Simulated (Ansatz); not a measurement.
# In9P9H24: single-point calculation

System: In9P9H24 (In9P9 wurtzite hole rod).
Method: RKS PBE0-D4/def2-SVP (Ansatz 0.2.0).

The geometry comes from this level: PBE-D4/def2-SVP. Figures and captions count atoms from 1; the log counts them from 0 in places.

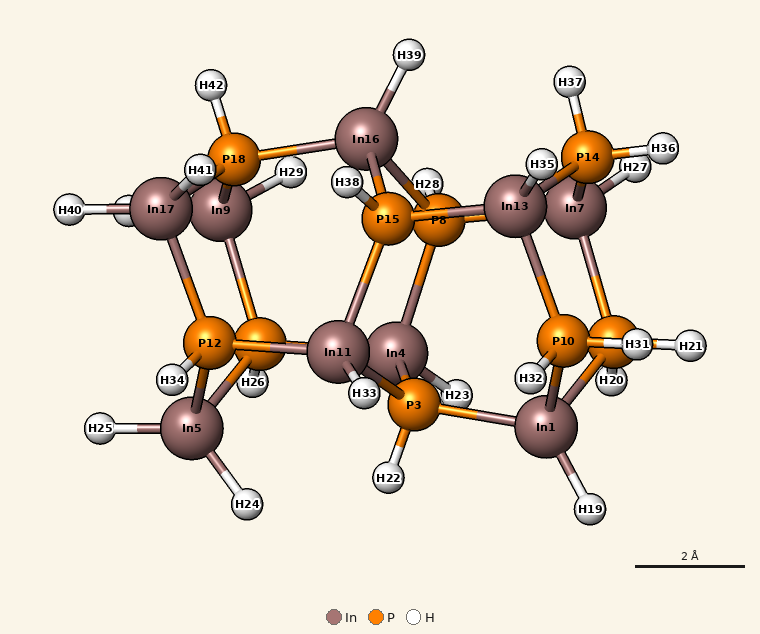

**Figure 1.** The structure as given in the input (ball-and-stick view, seen at a tilt; atoms are numbered from 1 in the order of the input). Sticks mark near contacts.

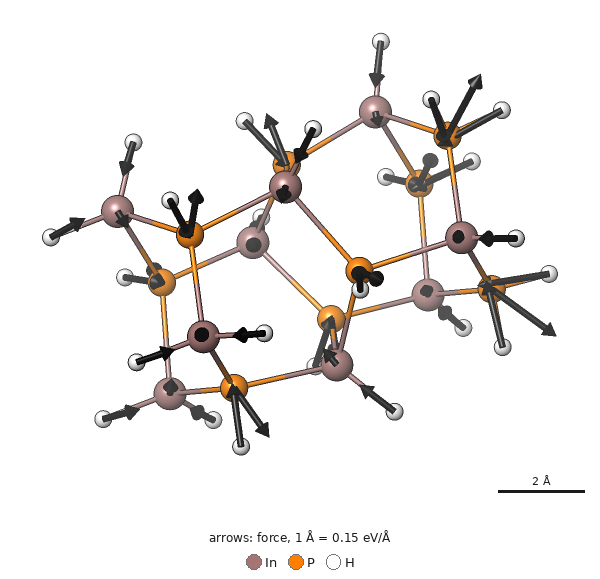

**Figure 2.** Forces on the atoms as black arrows (ball-and-stick view, seen at a tilt). The largest act on P2, P10, P14 (0.28 eV/Å); H21, H31, H36 (0.26 eV/Å); H20, H32, H37 (0.25 eV/Å); H22, H26, H28, H34, H38, H42 (0.24 eV/Å), among others. Atoms are counted from 1 in the order of the input and aren't labelled in the picture. The geometry is not a stationary point of this energy.

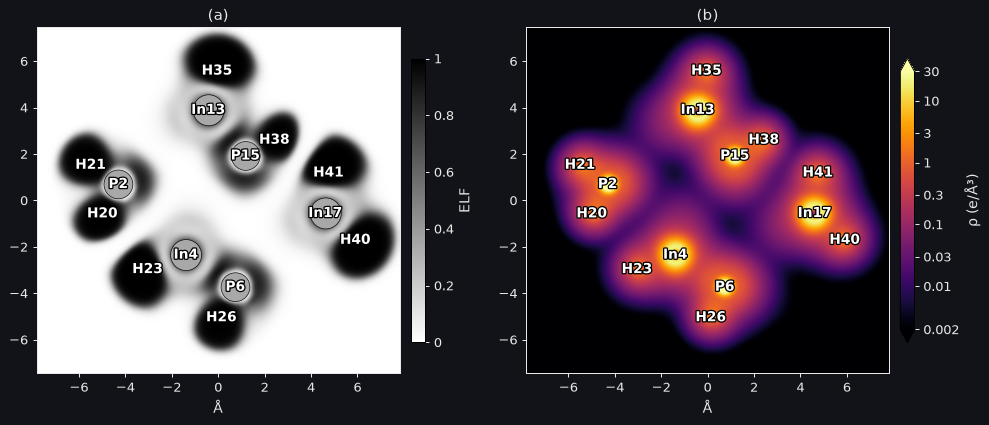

**Figure 3.** (a) electron localisation function; (b) total electron density on the plane of atoms In4, P6 and H26. Grey discs, where drawn, cover atomic cores.

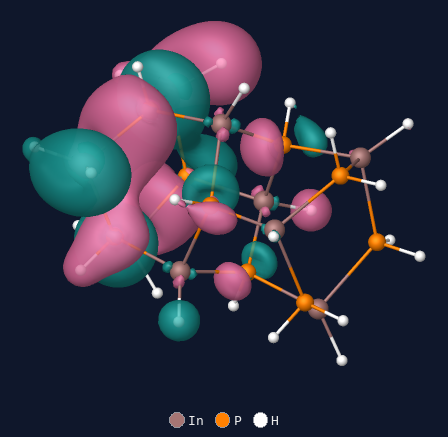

**Figure 4.** The HOMO at ±0.05 Å⁻³ᐟ² (teal and pink are the two phases), seen at a tilt. It lies mainly on P18 (25 %), In5 (10 %), In17 (10 %) and In9 (10 %). Its energy is −6.64 eV.

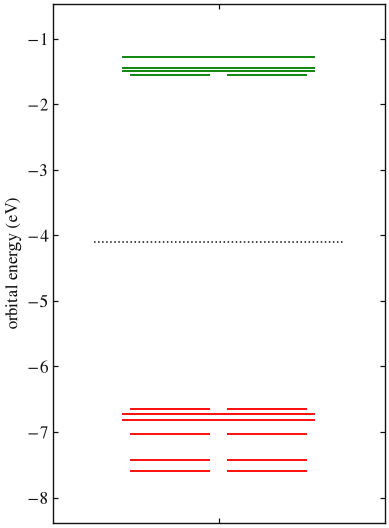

**Figure 5.** Orbital energies near the frontier; the dotted line parts filled from empty levels, and levels within 0.02 eV of each other stand side by side. Highest filled −6.64 eV, lowest empty −1.55 eV, 5.09 eV apart.

These pictures come from the run below.

**Input**
```yaml
crystal:
  periodic: [false, false, false]
  atoms:
    - {symbol: In, position_ang: [-0.000657, -2.702658, -2.869268]}
    - {symbol: P, position_ang: [-1.960811, -1.133534, -3.682381]}
    - {symbol: P, position_ang: [-0.000717, -2.276132, -0.370906]}
    - {symbol: In, position_ang: [-2.275534, -1.312605, 0.516109]}
    - {symbol: In, position_ang: [-0.000963, -2.688811, 3.852687]}
    - {symbol: P, position_ang: [-1.959746, -1.129097, 3.027029]}
    - {symbol: In, position_ang: [-2.338619, 1.349515, -2.871668]}
    - {symbol: P, position_ang: [-1.970412, 1.138248, -0.372953]}
    - {symbol: In, position_ang: [-2.329734, 1.348088, 3.850494]}
    - {symbol: P, position_ang: [1.960397, -1.134602, -3.682216]}
    - {symbol: In, position_ang: [2.274668, -1.314098, 0.516244]}
    - {symbol: P, position_ang: [1.958854, -1.130329, 3.027143]}
    - {symbol: In, position_ang: [2.339447, 1.348297, -2.871594]}
    - {symbol: P, position_ang: [0.000665, 2.262545, -3.683811]}
    - {symbol: P, position_ang: [1.971212, 1.136970, -0.372886]}
    - {symbol: In, position_ang: [0.000886, 2.627306, 0.513973]}
    - {symbol: In, position_ang: [2.330375, 1.346606, 3.850676]}
    - {symbol: P, position_ang: [0.000645, 2.264313, 3.025208]}
    - {symbol: H, position_ang: [-0.001050, -4.227666, -3.693626]}
    - {symbol: H, position_ang: [-3.165926, -1.828726, -3.345547]}
    - {symbol: H, position_ang: [-2.092352, -1.210084, -5.107633]}
    - {symbol: H, position_ang: [-0.001239, -3.620618, 0.126898]}
    - {symbol: H, position_ang: [-3.613491, -2.084824, -0.298993]}
    - {symbol: H, position_ang: [-0.001308, -4.096044, 2.811220]}
    - {symbol: H, position_ang: [-0.001022, -2.679648, 5.591704]}
    - {symbol: H, position_ang: [-3.146304, -1.813277, 3.458939]}
    - {symbol: H, position_ang: [-3.658873, 2.111553, -3.697149]}
    - {symbol: H, position_ang: [-3.134781, 1.811391, 0.123608]}
    - {symbol: H, position_ang: [-3.547931, 2.051219, 2.808153]}
    - {symbol: H, position_ang: [-2.322530, 1.344791, 5.589527]}
    - {symbol: H, position_ang: [2.092249, -1.211537, -5.107425]}
    - {symbol: H, position_ang: [3.165075, -1.830342, -3.344926]}
    - {symbol: H, position_ang: [3.612209, -2.087206, -0.298695]}
    - {symbol: H, position_ang: [3.144936, -1.815281, 3.459145]}
    - {symbol: H, position_ang: [3.660027, 2.109748, -3.697101]}
    - {symbol: H, position_ang: [0.000780, 2.415189, -5.108992]}
    - {symbol: H, position_ang: [0.001051, 3.653672, -3.346515]}
    - {symbol: H, position_ang: [3.135980, 1.809452, 0.123641]}
    - {symbol: H, position_ang: [0.001402, 4.171600, -0.302194]}
    - {symbol: H, position_ang: [2.322975, 1.343289, 5.589708]}
    - {symbol: H, position_ang: [3.549109, 2.048975, 2.808468]}
    - {symbol: H, position_ang: [0.001050, 3.634363, 3.455924]}
basis:
  gaussian: {orbitals: def2-SVP, fitting: {mean_field: def2-universal-jkfit}, initial_orbitals: start.molden}
hamiltonian: {xc: pbe0, dispersion: d4}
scf: {omitted_lower_state_checks: [starts]}
output: {forces: true, orbitals: {seedname: orbitals}}
```

Run as:
```bash
ansatz run in.yaml --threads 2 --pin off --events-out ev --progress --plain --max-ram 32768MiB --backend cuda --devices 0, --max-vram 18GiB
```

**Log**
```
Functional definition: PBE0
  name "PBE0"
  cite "Adamo & Barone, J. Chem. Phys. 110, 6158 (1999) doi:10.1063/1.478522"
  cite "Perdew, Burke & Ernzerhof, Phys. Rev. Lett. 77, 3865 (1996) doi:10.1103/PhysRevLett.77.3865"
  parent pbe
  parameter a = 0.25
  parameter kappa = 0.804
  parameter beta = 0.06672455060314922
  exchange = (1 - a)*pbe_x(kappa = kappa, mu = beta*pi^2/3) + a*exact_x
  correlation = pbe_c(beta = beta)
these checks for a lower state are left out or cut short: starts
3546 factors; integrals over basis functions are off by at most 3.4e-1 eV
mean field evaluation 1: about -130504.4283 eV, gradient 1.4e1 eV
mean field evaluation 2: about -130504.9943 eV, gradient 5.4e-1 eV
mean field evaluation 4: about -130505.0020 eV, gradient 2.4e-3 eV
mean field -130505.00204638 eV, -4795.9703657368 hartree, gradient 9.2e-6 eV, S^2 0.000000; 0 other end points of the search recorded, 0 dependent functions left out
the calculation of the forces begins
reference -130505.00214344 eV, -4795.9703693039 hartree; 174, 174 occupied and 342, 342 virtual orbitals, 3546 factors
Total energy: -130507.80713531 eV, -4796.0734508537 hartree
Atom 0 at    -0.000657    -2.702658    -2.869268 Å, force    -0.000113     0.057547     0.010803 eV/Å
Atom 1 at    -1.960811    -1.133534    -3.682381 Å, force    -0.210406    -0.121451    -0.145831 eV/Å
Atom 2 at    -0.000717    -2.276132    -0.370906 Å, force    -0.000093    -0.201171    -0.009957 eV/Å
Atom 3 at    -2.275534    -1.312605     0.516109 Å, force     0.065071     0.037683     0.021809 eV/Å
Atom 4 at    -0.000963    -2.688811     3.852687 Å, force     0.000073     0.072237    -0.010761 eV/Å
Atom 5 at    -1.959746    -1.129097     3.027029 Å, force    -0.184465    -0.106362    -0.042952 eV/Å
Atom 6 at    -2.338619     1.349515    -2.871668 Å, force     0.049660    -0.028761     0.011277 eV/Å
Atom 7 at    -1.970412     1.138248    -0.372953 Å, force    -0.174163     0.100720    -0.009821 eV/Å
Atom 8 at    -2.329734     1.348088     3.850494 Å, force     0.062479    -0.036123    -0.010472 eV/Å
Atom 9 at     1.960397    -1.134602    -3.682216 Å, force     0.210623    -0.121659    -0.145804 eV/Å
Atom 10 at     2.274668    -1.314098     0.516244 Å, force    -0.064966     0.037672     0.021919 eV/Å
Atom 11 at     1.958854    -1.130329     3.027143 Å, force     0.184401    -0.106426    -0.042859 eV/Å
Atom 12 at     2.339447     1.348297    -2.871594 Å, force    -0.049780    -0.028824     0.011139 eV/Å
Atom 13 at     0.000665     2.262545    -3.683811 Å, force     0.000128     0.242568    -0.145454 eV/Å
Atom 14 at     1.971212     1.136970    -0.372886 Å, force     0.174237     0.100749    -0.009857 eV/Å
Atom 15 at     0.000886     2.627306     0.513973 Å, force    -0.000156    -0.074921     0.021737 eV/Å
Atom 16 at     2.330375     1.346606     3.850676 Å, force    -0.062593    -0.036135    -0.010404 eV/Å
Atom 17 at     0.000645     2.264313     3.025208 Å, force     0.000060     0.212689    -0.043140 eV/Å
Atom 18 at    -0.001050    -4.227666    -3.693626 Å, force     0.000055     0.150162     0.089682 eV/Å
Atom 19 at    -3.165926    -1.828726    -3.345547 Å, force     0.214053     0.123822    -0.045701 eV/Å
Atom 20 at    -2.092352    -1.210084    -5.107633 Å, force     0.046430     0.026650     0.257751 eV/Å
Atom 21 at    -0.001239    -3.620618     0.126898 Å, force     0.000210     0.221381    -0.080213 eV/Å
Atom 22 at    -3.613491    -2.084824    -0.298993 Å, force     0.119154     0.068705     0.077355 eV/Å
Atom 23 at    -0.001308    -4.096044     2.811220 Å, force    -0.000023     0.102546     0.087337 eV/Å
Atom 24 at    -0.001022    -2.679648     5.591704 Å, force    -0.000005    -0.020041    -0.144285 eV/Å
Atom 25 at    -3.146304    -1.813277     3.458939 Å, force     0.195863     0.112956    -0.065785 eV/Å
Atom 26 at    -3.658873     2.111553    -3.697149 Å, force     0.129999    -0.074989     0.089681 eV/Å
Atom 27 at    -3.134781     1.811391     0.123608 Å, force     0.191614    -0.110838    -0.080012 eV/Å
Atom 28 at    -3.547931     2.051219     2.808153 Å, force     0.088759    -0.051214     0.087318 eV/Å
Atom 29 at    -2.322530     1.344791     5.589527 Å, force    -0.017213     0.009903    -0.144308 eV/Å
Atom 30 at     2.092249    -1.211537    -5.107425 Å, force    -0.046489     0.026803     0.257879 eV/Å
Atom 31 at     3.165075    -1.830342    -3.344926 Å, force    -0.214073     0.123889    -0.045855 eV/Å
Atom 32 at     3.612209    -2.087206    -0.298695 Å, force    -0.119125     0.068808     0.077292 eV/Å
Atom 33 at     3.144936    -1.815281     3.459145 Å, force    -0.195803     0.113117    -0.065854 eV/Å
Atom 34 at     3.660027     2.109748    -3.697101 Å, force    -0.130012    -0.075000     0.089748 eV/Å
Atom 35 at     0.000780     2.415189    -5.108992 Å, force    -0.000039    -0.053722     0.257317 eV/Å
Atom 36 at     0.001051     3.653672    -3.346515 Å, force    -0.000110    -0.246926    -0.045773 eV/Å
Atom 37 at     3.135980     1.809452     0.123641 Å, force    -0.191680    -0.110866    -0.079921 eV/Å
Atom 38 at     0.001402     4.171600    -0.302194 Å, force    -0.000040    -0.137748     0.077558 eV/Å
Atom 39 at     2.322975     1.343289     5.589708 Å, force     0.017267     0.009884    -0.144300 eV/Å
Atom 40 at     3.549109     2.048975     2.808468 Å, force    -0.088735    -0.051117     0.087233 eV/Å
Atom 41 at     0.001050     3.634363     3.455924 Å, force    -0.000054    -0.226201    -0.065513 eV/Å
Dipole moment:     0.000109    -0.001512    -2.670304 e Å
Checks for a lower state left out: starts
```

**Summary**

- outcome: converged
- total energy: −130507.8071 eV
- mean-field energy: −130505.0021 eV
- dispersion energy: −2.8050 eV
- SCF solution under orbital rotations: stable
- HOMO: −6.64 eV
- LUMO: −1.55 eV
- largest force (length of the vector): 0.284 eV/Å
- dipole moment: 12.83 D
- hardware: 2 CPU threads, shared host
- wall time: 14 s (CPU time 15 s)
- peak memory: 2.2 GiB
